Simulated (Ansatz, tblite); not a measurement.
# AlH2Me (CH5Al): rung by rung

Aim: run the singlet of AlH2Me (CH5Al) at one geometry on many levels, and compare frontier levels, spin and run time.

Program: Ansatz 0.2.0, Gaussian basis. Level of theory: as each input shows. These are calculated values, not measurements.

The runs, in order: GFN1-xTB, GFN2-xTB, PBE-D4/def2-TZVP, r2SCAN-D4/def2-TZVP, r2SCAN0-D4/def2-TZVP, B3LYP-D4/def2-TZVP, PBE-QIDH/def2-TZVP, BLYP-D4/def2-TZVP, BHLYP-D4/def2-TZVP, LC-ωPBE/def2-TZVP, r2SCANh-D4/def2-TZVP, PBE-D4/def2-SVP, PBE0-D4/def2-SVP, HF/STO-3G, CCSD(T)/def2-TZVPP, MP2/def2-TZVP, RPA/def2-TZVP.

**1. The relaxed structure**

The singlet was relaxed beforehand with PBE-D4/def2-TZVP.

7 atoms, charge 0, spin multiplicity 1.

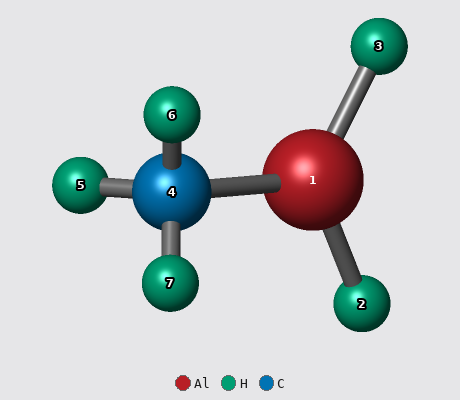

The structure; aluminium red, hydrogen teal, carbon blue; atoms are numbered from 1 in the order of the file.

PBE0-D4/def2-TZVP was run before; its log isn't repeated, and its numbers join the tables.

**2. GFN1-xTB**

Tight binding, by tblite at 300 K electronic temperature and without a spin-polarisation term:

```python
tblite.interface.Calculator('GFN1-xTB', numbers, positions, charge=0, uhf=0).singlepoint()
```

Energy -165.0102 eV, HOMO -11.51 eV, LUMO -5.70 eV; 0.003 s.

**3. GFN2-xTB**

Tight binding, by tblite at 300 K electronic temperature and without a spin-polarisation term:

```python
tblite.interface.Calculator('GFN2-xTB', numbers, positions, charge=0, uhf=0).singlepoint()
```

Energy -156.0513 eV, HOMO -10.55 eV, LUMO -5.83 eV; 0.002 s.

**4. PBE-D4/def2-TZVP**

start.molden holds the orbitals of an earlier run on this state, given as this run's starting guess.

in.yaml

```yaml
crystal:
  periodic: [false, false, false]
  atoms:
    - {symbol: Al, position_ang: [0.526164, 0.921304, 0.007284]}
    - {symbol: H, position_ang: [2.126087, 0.934820, 0.026669]}
    - {symbol: H, position_ang: [-0.256032, 2.315890, -0.050424]}
    - {symbol: C, position_ang: [-0.451611, -0.777874, 0.020486]}
    - {symbol: H, position_ang: [-0.538433, -1.159708, -1.012159]}
    - {symbol: H, position_ang: [-1.474966, -0.677759, 0.410128]}
    - {symbol: H, position_ang: [0.068801, -1.556662, 0.598006]}
basis:
  gaussian: {orbitals: def2-TZVP, initial_orbitals: start.molden}
hamiltonian: {xc: pbe, dispersion: d4}
scf: {omitted_lower_state_checks: [starts]}
output: {orbitals: {seedname: orbitals}}
```

Launch:

```
$ ansatz run in.yaml --threads 4 --pin off --events-out ev --progress --plain --max-ram 3916MiB
```

Standard output:

```text
Functional definition: PBE
  name "PBE"
  cite "Perdew, Burke & Ernzerhof, Phys. Rev. Lett. 77, 3865 (1996) doi:10.1103/PhysRevLett.77.3865"
  parent pbe
  parameter kappa = 0.804
  parameter beta = 0.06672455060314922
  exchange = pbe_x(kappa = kappa, mu = beta*pi^2/3)
  correlation = pbe_c(beta = beta)
these checks for a lower state are left out or cut short: starts
659 factors; their error is unknown
mean field evaluation 1: about -7710.0146 eV, gradient 7.3e0 eV
mean field evaluation 2: about -7710.0628 eV, gradient 5.6e-2 eV
mean field evaluation 4: about -7710.0485 eV, gradient 8.5e-5 eV
mean field -7710.04848177 eV, -283.3390556467 hartree, gradient 2.6e-5 eV, S^2 0.000000; 0 other end points of the search recorded, 0 dependent functions left out
reference -7710.04852389 eV, -283.3390571943 hartree; 12, 12 occupied and 86, 86 virtual orbitals, 659 factors
Total energy: -7710.12664090 eV, -283.3419279414 hartree
Checks for a lower state left out: starts
```

Wall time 0.45 s (4 threads of Arm Neoverse V2, shared host).

Report: HOMO -6.81 eV, LUMO -2.08 eV.

**5. r2SCAN-D4/def2-TZVP**

in.yaml, as its differences from that of step 4:

```diff
@@ -12,4 +12,4 @@
   gaussian: {orbitals: def2-TZVP, initial_orbitals: start.molden}
-hamiltonian: {xc: pbe, dispersion: d4}
+hamiltonian: {xc: r2scan, dispersion: d4}
 scf: {omitted_lower_state_checks: [starts]}
-output: {orbitals: {seedname: orbitals}}
+output: {forces: true, orbitals: {seedname: orbitals}}
```

Launched as before.

Standard output, shortened:

```text
Functional definition: r2SCAN
  name "r2SCAN"
  cite "Furness, Kaplan, Ning, Perdew & Sun, J. Phys. Chem. Lett. 11, 8208 (2020) doi:10.1021/acs.jpclett.0c02405"
  cite "Furness, Kaplan, Ning, Perdew & Sun, J. Phys. Chem. Lett. 11, 9248 (2020) doi:10.1021/acs.jpclett.0c03077"
  parent r2scan
[...]
659 factors; their error is unknown
[...]
mean field -7714.08490030 eV, -283.4873912913 hartree, gradient 8.0e-6 eV, S^2 0.000000; 0 other end points of the search recorded, 0 dependent functions left out
[...]
reference -7714.08491290 eV, -283.4873917545 hartree; 12, 12 occupied and 86, 86 virtual orbitals, 659 factors
Total energy: -7714.10320098 eV, -283.4880638290 hartree
Atom 0 at     0.526164     0.921304     0.007284 Å, force    -0.010336    -0.022002     0.003959 eV/Å
Atom 1 at     2.126087     0.934820     0.026669 Å, force    -0.143273    -0.003208    -0.003867 eV/Å
Atom 2 at    -0.256032     2.315890    -0.050424 Å, force     0.068235    -0.125639     0.002923 eV/Å
Atom 3 at    -0.451611    -0.777874     0.020486 Å, force    -0.007515    -0.023146    -0.006018 eV/Å
Atom 4 at    -0.538433    -1.159708    -1.012159 Å, force     0.007482     0.062073     0.216542 eV/Å
Atom 5 at    -1.474966    -0.677759     0.410128 Å, force     0.203306    -0.038197    -0.086327 eV/Å
Atom 6 at     0.068801    -1.556662     0.598006 Å, force    -0.117898     0.150120    -0.127214 eV/Å
Dipole moment:    -0.081582    -0.141210     0.001955 e Å
Checks for a lower state left out: starts
```

Wall time 1.1 s (4 threads of Arm Neoverse V2, shared host).

Report: HOMO -7.09 eV, LUMO -1.70 eV.

**6. r2SCAN0-D4/def2-TZVP**

in.yaml, as its differences from that of step 5:

```diff
@@ -12,4 +12,4 @@
   gaussian: {orbitals: def2-TZVP, initial_orbitals: start.molden}
-hamiltonian: {xc: r2scan, dispersion: d4}
+hamiltonian: {xc: {name: r2SCAN0}, dispersion: d4}
 scf: {omitted_lower_state_checks: [starts]}
-output: {forces: true, orbitals: {seedname: orbitals}}
+output: {orbitals: {seedname: orbitals}}
```

Same command.

Standard output, shortened:

```text
Functional definition: r2SCAN0
  name "r2SCAN0"
  cite "Bursch, Neugebauer, Ehlert & Grimme, J. Chem. Phys. 156, 134105 (2022) doi:10.1063/5.0086040"
  cite "Furness, Kaplan, Ning, Perdew & Sun, J. Phys. Chem. Lett. 11, 8208 (2020) doi:10.1021/acs.jpclett.0c02405"
  cite "Furness, Kaplan, Ning, Perdew & Sun, J. Phys. Chem. Lett. 11, 9248 (2020) doi:10.1021/acs.jpclett.0c03077"
  parent r2scan
[...]
679 factors; their error is unknown
[...]
mean field -7713.89849920 eV, -283.4805411775 hartree, gradient 9.5e-6 eV, S^2 0.000000; 0 other end points of the search recorded, 0 dependent functions left out
reference -7713.89850927 eV, -283.4805415474 hartree; 12, 12 occupied and 86, 86 virtual orbitals, 679 factors
Total energy: -7713.91995381 eV, -283.4813296198 hartree
Checks for a lower state left out: starts
```

Wall time 1.1 s (4 threads of Arm Neoverse V2, shared host).

Report: HOMO -8.26 eV, LUMO -1.09 eV.

**7. B3LYP-D4/def2-TZVP**

in.yaml, as its differences from that of step 6:

```diff
@@ -12,3 +12,3 @@
   gaussian: {orbitals: def2-TZVP, initial_orbitals: start.molden}
-hamiltonian: {xc: {name: r2SCAN0}, dispersion: d4}
+hamiltonian: {xc: {name: B3LYP}, dispersion: d4}
 scf: {omitted_lower_state_checks: [starts]}
```

Launched as before.

Standard output, shortened:

```text
Functional definition: B3LYP
  name "B3LYP"
  cite "Stephens, Devlin, Chabalowski & Frisch, J. Phys. Chem. 98, 11623 (1994) doi:10.1021/j100096a001"
  cite "Becke, Phys. Rev. A 38, 3098 (1988) doi:10.1103/PhysRevA.38.3098"
  cite "Lee, Yang & Parr, Phys. Rev. B 37, 785 (1988) doi:10.1103/PhysRevB.37.785"
  cite "Vosko, Wilk & Nusair, Can. J. Phys. 58, 1200 (1980) doi:10.1139/p80-159"
[...]
659 factors; their error is unknown
[...]
mean field -7716.56166733 eV, -283.5784108009 hartree, gradient 5.5e-5 eV, S^2 0.000000; 0 other end points of the search recorded, 0 dependent functions left out
reference -7716.56192164 eV, -283.5784201469 hartree; 12, 12 occupied and 86, 86 virtual orbitals, 659 factors
Total energy: -7716.68837400 eV, -283.5830671853 hartree
Checks for a lower state left out: starts
```

Wall time 0.45 s (4 threads of Arm Neoverse V2, shared host).

From the report: HOMO -7.86 eV, LUMO -1.54 eV.

**8. PBE-QIDH/def2-TZVP**

in.yaml, as its differences from that of step 7:

```diff
@@ -12,4 +12,3 @@
   gaussian: {orbitals: def2-TZVP, initial_orbitals: start.molden}
-hamiltonian: {xc: {name: B3LYP}, dispersion: d4}
+hamiltonian: {xc: {name: PBE-QIDH}}
 scf: {omitted_lower_state_checks: [starts]}
-output: {orbitals: {seedname: orbitals}}
```

Same command.

Standard output, shortened:

```text
Functional definition: PBE-QIDH
  name "PBE-QIDH"
  cite "Brémond, Sancho-García, Pérez-Jiménez & Adamo, J. Chem. Phys. 141, 031101 (2014) doi:10.1063/1.4890314"
  cite "Perdew, Burke & Ernzerhof, Phys. Rev. Lett. 77, 3865 (1996) doi:10.1103/PhysRevLett.77.3865"
[...]
671 factors; integrals over basis functions are off by at most 1.2e-3 eV
[...]
mean field -7705.71603026 eV, -283.1798409902 hartree, gradient 8.7e-6 eV, S^2 0.000000; 0 other end points of the search recorded, 0 dependent functions left out
6 core orbitals not correlated: weight in the atoms' cores, before any rotation towards them, 1.000 or more for the frozen orbitals, at most 0.000 for the correlated occupied ones
reference -7705.71604304 eV, -283.1798414597 hartree; 6, 6 occupied and 86, 86 virtual orbitals, 671 factors
second order -7.87225325 eV of doubles, -0.00000000 eV of singles
Total energy: -7708.34012745 eV, -283.2762747833 hartree
Checks for a lower state left out: starts
```

Run time: 0.7 s. Hardware: 4 threads of Arm Neoverse V2, shared host.

**9. BLYP-D4/def2-TZVP**

in.yaml, as its differences from that of step 8:

```diff
@@ -12,3 +12,4 @@
   gaussian: {orbitals: def2-TZVP, initial_orbitals: start.molden}
-hamiltonian: {xc: {name: PBE-QIDH}}
+hamiltonian: {xc: {name: BLYP}, dispersion: d4}
 scf: {omitted_lower_state_checks: [starts]}
+output: {orbitals: {seedname: orbitals}}
```

The command is unchanged.

Standard output:

```text
Functional definition: BLYP
  name "BLYP"
  cite "Becke, Phys. Rev. A 38, 3098 (1988) doi:10.1103/PhysRevA.38.3098"
  cite "Lee, Yang & Parr, Phys. Rev. B 37, 785 (1988) doi:10.1103/PhysRevB.37.785"
  parameter beta = 0.0042
  parameter a = 0.04918
  parameter b = 0.132
  parameter c = 0.2533
  parameter d = 0.349
  exchange = b88_x(beta = beta)
  correlation = lyp_c(a = a, b = b, c = c, d = d)
these checks for a lower state are left out or cut short: starts
659 factors; their error is unknown
mean field evaluation 1: about -7714.8339 eV, gradient 1.1e1 eV
mean field evaluation 2: about -7714.9578 eV, gradient 1.1e-1 eV
mean field evaluation 4: about -7714.9433 eV, gradient 1.3e-4 eV
mean field -7714.94328588 eV, -283.5189363796 hartree, gradient 6.6e-6 eV, S^2 0.000000; 0 other end points of the search recorded, 0 dependent functions left out
reference -7714.94362835 eV, -283.5189489651 hartree; 12, 12 occupied and 86, 86 virtual orbitals, 659 factors
Total energy: -7715.11840467 eV, -283.5253718764 hartree
Checks for a lower state left out: starts
```

Wall time 0.45 s (4 threads of Arm Neoverse V2, shared host).

Report: HOMO -6.69 eV, LUMO -1.99 eV.

**10. BHLYP-D4/def2-TZVP**

in.yaml, as its differences from that of step 9:

```diff
@@ -12,3 +12,3 @@
   gaussian: {orbitals: def2-TZVP, initial_orbitals: start.molden}
-hamiltonian: {xc: {name: BLYP}, dispersion: d4}
+hamiltonian: {xc: {name: BHLYP}, dispersion: d4}
 scf: {omitted_lower_state_checks: [starts]}
```

Same command.

Standard output:

```text
Functional definition: BHLYP
  name "BHLYP"
  cite "Becke, J. Chem. Phys. 98, 1372 (1993) doi:10.1063/1.464304"
  cite "Becke, Phys. Rev. A 38, 3098 (1988) doi:10.1103/PhysRevA.38.3098"
  cite "Lee, Yang & Parr, Phys. Rev. B 37, 785 (1988) doi:10.1103/PhysRevB.37.785"
  parameter a = 0.5
  exchange = (1 - a)*b88_x + a*exact_x
  correlation = lyp_c
these checks for a lower state are left out or cut short: starts
733 factors; their error is unknown
mean field evaluation 1: about -7714.9160 eV, gradient 5.5e0 eV
mean field evaluation 2: about -7714.9522 eV, gradient 4.8e-2 eV
mean field evaluation 4: about -7714.9809 eV, gradient 6.1e-5 eV
mean field -7714.98094698 eV, -283.5203203995 hartree, gradient 6.8e-5 eV, S^2 0.000000; 0 other end points of the search recorded, 0 dependent functions left out
reference -7714.98111846 eV, -283.5203267013 hartree; 12, 12 occupied and 86, 86 virtual orbitals, 733 factors
Total energy: -7715.07678638 eV, -283.5238424327 hartree
Checks for a lower state left out: starts
```

It took 0.45 s on 4 threads of Arm Neoverse V2, shared host.

HOMO -9.26 eV, LUMO -0.57 eV.

**11. LC-ωPBE/def2-TZVP**

in.yaml, as its differences from that of step 10:

```diff
@@ -12,3 +12,3 @@
   gaussian: {orbitals: def2-TZVP, initial_orbitals: start.molden}
-hamiltonian: {xc: {name: BHLYP}, dispersion: d4}
+hamiltonian: {xc: {name: LC-wPBE}}
 scf: {omitted_lower_state_checks: [starts]}
```

The command is unchanged.

Standard output, shortened:

```text
Functional definition: LC-wPBE
  name "LC-wPBE"
  cite "Vydrov & Scuseria, J. Chem. Phys. 125, 234109 (2006) doi:10.1063/1.2409292"
  cite "Heyd & Scuseria, J. Chem. Phys. 120, 7274 (2004) doi:10.1063/1.1668634"
  cite "Ernzerhof & Perdew, J. Chem. Phys. 109, 3313 (1998) doi:10.1063/1.476928"
  cite "Perdew, Burke & Ernzerhof, Phys. Rev. Lett. 77, 3865 (1996) doi:10.1103/PhysRevLett.77.3865"
  parent pbe
[...]
659 factors; their error is unknown
270 factors; integrals over basis functions are off by at most 2.9e-5 eV
[...]
mean field -7712.80719387 eV, -283.4404364463 hartree, gradient 1.5e-5 eV, S^2 0.000000; 0 other end points of the search recorded, 0 dependent functions left out
reference -7712.80719388 eV, -283.4404364465 hartree; 12, 12 occupied and 86, 86 virtual orbitals, 659 factors
Total energy: -7712.80719388 eV, -283.4404364465 hartree
Checks for a lower state left out: starts
```

It took 0.55 s on 4 threads of Arm Neoverse V2, shared host.

HOMO -10.87 eV, LUMO 0.70 eV.

**12. r2SCANh-D4/def2-TZVP**

in.yaml, as its differences from that of step 11:

```diff
@@ -12,3 +12,3 @@
   gaussian: {orbitals: def2-TZVP, initial_orbitals: start.molden}
-hamiltonian: {xc: {name: LC-wPBE}}
+hamiltonian: {xc: {name: r2SCANh}, dispersion: d4}
 scf: {omitted_lower_state_checks: [starts]}
```

Same command.

Standard output, shortened:

```text
Functional definition: r2SCANh
  name "r2SCANh"
  cite "Bursch, Neugebauer, Ehlert & Grimme, J. Chem. Phys. 156, 134105 (2022) doi:10.1063/5.0086040"
  cite "Furness, Kaplan, Ning, Perdew & Sun, J. Phys. Chem. Lett. 11, 8208 (2020) doi:10.1021/acs.jpclett.0c02405"
  cite "Furness, Kaplan, Ning, Perdew & Sun, J. Phys. Chem. Lett. 11, 9248 (2020) doi:10.1021/acs.jpclett.0c03077"
  parent r2scan
[...]
659 factors; their error is unknown
[...]
mean field -7714.00608602 eV, -283.4844949200 hartree, gradient 1.2e-5 eV, S^2 0.000000; 0 other end points of the search recorded, 0 dependent functions left out
reference -7714.00609760 eV, -283.4844953458 hartree; 12, 12 occupied and 86, 86 virtual orbitals, 659 factors
Total energy: -7714.02546974 eV, -283.4852072587 hartree
Checks for a lower state left out: starts
```

It took 1.1 s on 4 threads of Arm Neoverse V2, shared host.

From the report: HOMO -7.55 eV, LUMO -1.45 eV.

[end of part 1 of 2]
